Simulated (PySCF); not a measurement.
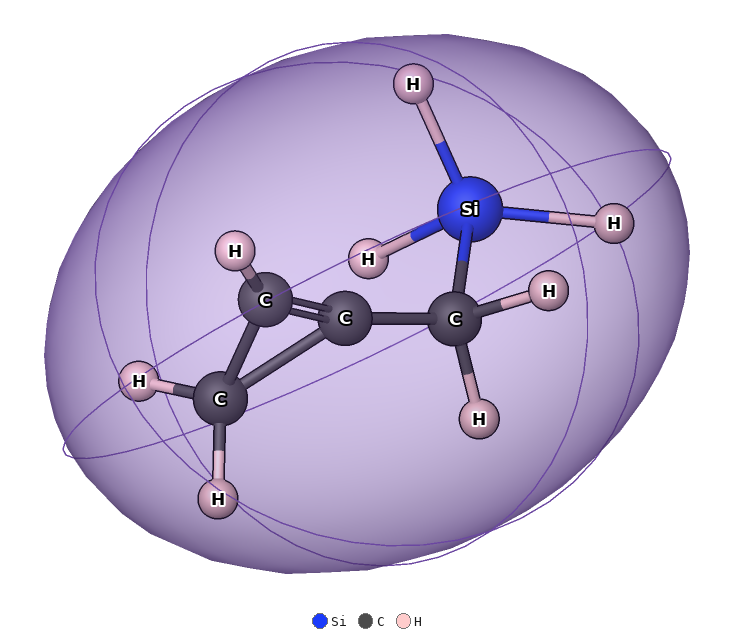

The ellipsoid shows the static dipole polarisability: its half-axes are proportional to the principal values. Geometry: a frame of a GFN2-xTB molecular-dynamics simulation, not a minimum. Computed with PBE0/def2-SVPD (PySCF 2.14.0).

Question. Give the principal values, the mean and the anisotropy.

Answer. Principal values 64.3, 72.1, 96.2 bohr³; mean 77.6 bohr³ (11.49 Å³); anisotropy 28.8 bohr³, so the longest axis is 1.50 times the shortest.
